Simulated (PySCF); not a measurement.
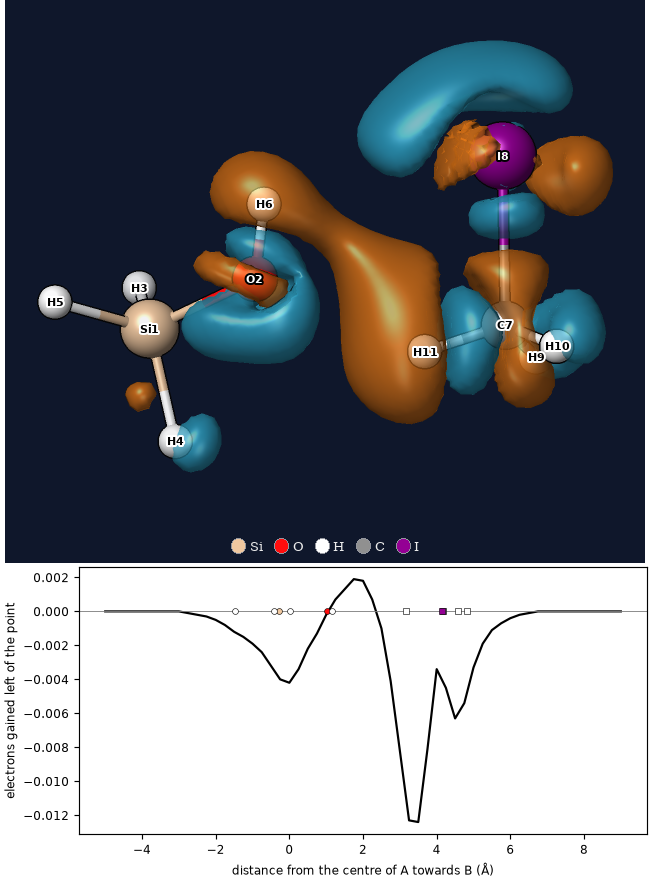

Figure 1: CH7IOSi, SMILES `[SiH3]O.CI`. Density of the complex less the densities of the two fragments at the same geometry, ±0.002 e/Å³ (light blue: gain, orange: loss). Fragment A: SiH4O (atoms 1–6); fragment B: H3CI. Below: the charge-displacement curve along the line of centres (A on the left).

Level of theory: PBE/def2-SVP (PySCF), at a geometry from GFN2-xTB. Core potentials replace the inner electrons of I; spin–orbit coupling isn't included. GFN2-xTB bond lengths at metals and heavier atoms can be off by up to 0.1 Å and shapes distorted, which carries into these values.

Which way does charge flow?

Hirshfeld charges show almost no net transfer (under 0.005 e). By Hirshfeld charges, electrons gather most on I8 (−0.014 e) and leave H11 most (+0.015 e); 0.07 e is displaced in all, which induces a dipole of 0.20 D.

What is the interaction energy, and which contacts carry it?

The counterpoise-corrected interaction energy of the frozen fragments is −1.8 kcal/mol without dispersion correction and −3.2 kcal/mol with D3(BJ). The pair geometry is semi-empirical, not a minimum at this level. Contacts: O2···H11, weak C–H hydrogen bond, 2.35 Å, ρ = 0.013 a.u.; O2···I8, 3.55 Å, ρ = 0.007 a.u. The pose is a local one from a semi-empirical search, not shown to be the most stable.
